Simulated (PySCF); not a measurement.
**C₅H₉NOSi: electronic excitations**

What electronic excitations should C₅H₉NOSi (`CCO[SiH2]/C=C/C#N`) show?

Computed with PySCF 2.14.0, with density-fitted response routines of our own, on a single molecule in the gas phase. Atoms count from 0, in the outputs and in this text.

## (1) Starting geometry

17 atoms, charge 0, multiplicity 1; geometry from: GFN2-xTB.

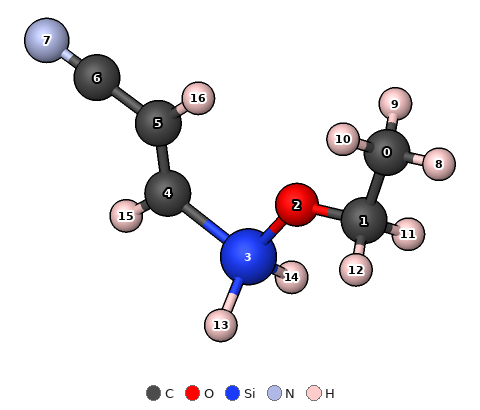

The starting geometry (carbon dark grey, oxygen red, silicon blue, nitrogen light blue, hydrogen pink), atoms numbered; sticks join atoms by distance.

## (2) Ultraviolet spectrum: CAM-B3LYP/def2-SVPD

Job settings and geometry (Å):

```
{"job": {"kind": "uv", "xc": "CAM-B3LYP", "basis": "def2-SVPD", "nstates": 8, "ntriplets": 3}, "charge": 0, "multiplicity": 1}
C     -2.482642    -1.141507     0.275989
C     -1.974317    -0.017345    -0.613505
O     -0.598543     0.152942    -0.411712
Si     0.429584     1.195722    -1.093994
C      2.058618     0.753689    -0.271411
C      2.214594    -0.207332     0.640819
C      3.455583    -0.507280     1.233177
N      4.469368    -0.749168     1.714176
H     -3.549753    -1.279226     0.125967
H     -1.967874    -2.068327     0.035509
H     -2.298808    -0.902155     1.320359
H     -2.160984    -0.252229    -1.668269
H     -2.494899     0.919056    -0.379585
H      0.069519     2.588610    -0.806266
H      0.519878     1.007065    -2.546204
H      2.926767     1.327664    -0.568218
H      1.376912    -0.808149     0.969654
```

With the program's defaults for keys left out, this is: TDDFT CAM-B3LYP/def2-SVPD, vertical, gas phase, core orbitals frozen in the response.

On the command line:

```bash
> OMP_NUM_THREADS=1 python probes_run.py task.json out
```

One launch serves the whole session: the jobs run in the order shown.

The program printed:

```text
coarse grid: 14784 points
cycle   1  E = -614.7042461393  dE =  1.069e+00  |g| = 7.695e-01  |ddm| = 6.431e+00
cycle   2  E = -614.5681468390  dE =  1.361e-01  |g| = 1.160e+00  |ddm| = 2.885e+00
cycle   3  E = -614.8298555080  dE = -2.617e-01  |g| = 1.132e-01  |ddm| = 1.638e+00
cycle   4  E = -614.8315289445  dE = -1.673e-03  |g| = 8.018e-02  |ddm| = 2.450e-01
cycle   5  E = -614.8328205555  dE = -1.292e-03  |g| = 1.648e-02  |ddm| = 1.155e-01
cycle   6  E = -614.8328807232  dE = -6.017e-05  |g| = 2.827e-03  |ddm| = 2.623e-02
cycle   7  E = -614.8328828061  dE = -2.083e-06  |g| = 7.706e-04  |ddm| = 7.534e-03
final grid: 138520 points
cycle   8  E = -614.9360670544  dE = -3.291e-05  |g| = 3.524e-03  |ddm| = 7.847e-02
cycle   9  E = -614.9360671372  dE = -8.280e-08  |g| = 3.664e-03  |ddm| = 1.416e-02
cycle  10  E = -614.9360700516  dE = -2.914e-06  |g| = 6.176e-04  |ddm| = 5.404e-03
cycle  11  E = -614.9360701210  dE = -6.936e-08  |g| = 2.515e-04  |ddm| = 9.876e-04
cycle  12  E = -614.9360701314  dE = -1.046e-08  |g| = 1.149e-04  |ddm| = 4.384e-04
cycle  13  E = -614.9360701343  dE = -2.863e-09  |g| = 1.946e-05  |ddm| = 1.491e-04
cycle  14  E = -614.9360701344  dE = -9.004e-11  |g| = 3.122e-06  |ddm| = 4.615e-05
converged SCF energy = -614.9360701344

Static polarisability (au): isotropic 95.322, principal 69.945 89.866 126.156

Singlet excitations
state   eV       nm        f      main configurations
  1   6.1198    202.6   0.48686   H->L 0.93
  2   6.2160    199.5   0.00206   H-3->L 0.51, H-2->L 0.42
  3   6.5534    189.2   0.00462   H-4->L 0.61, H-3->L 0.21, H-2->L 0.11
  4   6.6576    186.2   0.00333   H-1->L 0.97
  5   7.3047    169.7   0.00231   H->L+6 0.39, H->L+2 0.18, H->L+3 0.15
  6   7.3468    168.8   0.00157   H-1->L+1 0.66, H->L+1 0.13
  7   7.5110    165.1   0.00055   H-2->L 0.41, H-4->L 0.28, H-3->L 0.21
  8   7.6738    161.6   0.00083   H->L+1 0.60, H-1->L+1 0.12, H->L+4 0.12

Triplet excitations (Tamm-Dancoff, eV): 3.6038 5.7666 6.0431
```

It took 42 s on 1 thread of Intel Xeon 6975P-C, shared host; peak memory 1.1 GiB.

The orbitals next to the gap, with their largest atomic shares:

| orbital | eV | atoms |
| --- | --- | --- |
| HOMO−3 | -11.14 | N7 41 %, C6 32 %, O2 6 % |
| HOMO−2 | -10.56 | O2 38 %, Si3 10 %, C1 10 % |
| HOMO−1 | -9.99 | O2 48 %, C1 13 %, Si3 10 % |
| HOMO | -9.51 | C4 27 %, C5 24 %, N7 20 % |
| LUMO | -0.69 | C4 31 %, C5 25 %, N7 14 % |
| LUMO+1 | 0.85 | Si3 27 %, C1 13 %, H13 8 % |
| LUMO+2 | 1.17 | Si3 36 %, C4 12 %, H15 10 % |

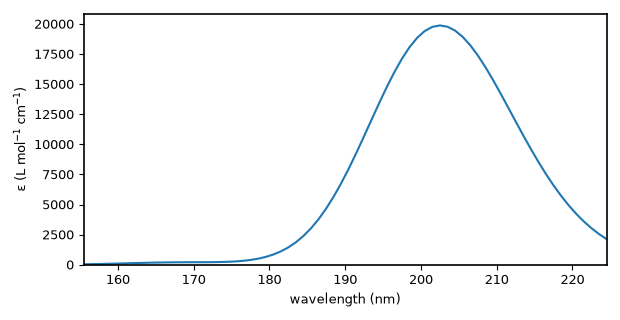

Absorption spectrum: each of the 8 states is a Gaussian band of 0.4 eV half-width at 1/e. Beyond the last state computed it falls off for lack of states.

Ground-state properties from the same run:

| property | computed |
| --- | --- |
| dipole moment (D) | 5.38 |
| polarisability (Å³) | 14.13 |
| HOMO–LUMO gap (eV) | 8.82 |
| −ε(HOMO) (eV) | 9.51 |

## (3) Outcome

```
                            quantity                        value
lowest singlet (CAM-B3LYP/def2-SVPD)  6.12 eV (203 nm), f = 0.487
                      lowest triplet                      3.60 eV
```

The lowest singlet, at 6.12 eV, is HOMO→LUMO 0.93 and is bright. The lowest triplet lies 2.52 eV below the lowest singlet (triplets in Tamm-Dancoff, singlets in full TDDFT).
